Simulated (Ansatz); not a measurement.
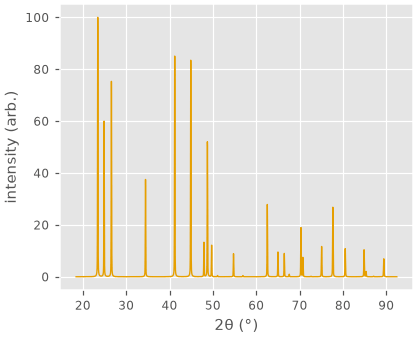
*Simulated powder pattern, Cu Kα, λ = 1.54184 Å*

The pattern belongs to a structure relaxed with plane-wave PAW PBE (Ansatz code).

Problem. Pick the material that matches.
A) CdSe, wurtzite
B) Gd, simple cubic
C) CdO, rock salt
D) Se, P6_3/mmc (Se on 2c)

Solution. A, CdSe, wurtzite

Space group P6_3mc (wurtzite). Symmetry was held in the PBE relaxation.

Potentials: the later of the program's two PAW sets.
